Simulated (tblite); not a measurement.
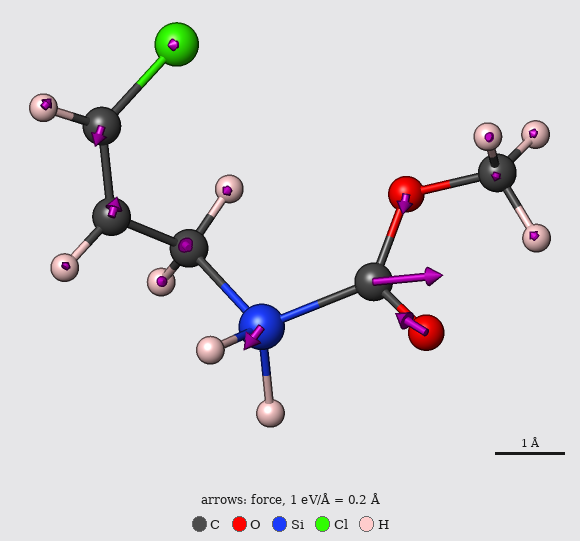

Starting geometry of C$_{5}$H$_{9}$ClO$_{2}$Si with the computed forces as purple arrows. Style: ball-and-stick. Shown at a tilt.

Computed with GFN2-xTB geometry optimisation, gas phase (tblite 0.8.0). 

Is this structure relaxed? If not, where do the atoms go?

Answer. It isn't relaxed: the largest force vector, on a C atom, is 5.56 eV/Å. The final displacements have little in common with the starting forces (cosine between the two patterns 0.17). Over 195 geometry steps the energy falls by 18.7 kcal/mol. An O atom moves most after the best rigid fit: 2.05 Å. By element the largest moves are O 2.05 Å, H 1.26 Å, Cl 1.12 Å, C 0.82 Å, Si 0.43 Å. Some distances before and after: C–Si 1.819 → 1.916 Å, C–Si 1.851 → 1.920 Å, C–O 1.395 → 1.335 Å, C–O 1.260 → 1.207 Å. Among the angles between lasting bonds that change: O–C–Si 124.8° → 110.5°, C–Si–C 115.8° → 105.7°, Cl–C–H 122.8° → 113.2°. Groups turn about C–Si by about 95°, C–O by about 75°, C–Si by about 60°. Cost: 2.2 s on 1 thread of Intel(R) Xeon(R) CPU @ 2.60GHz, with other jobs on the host.
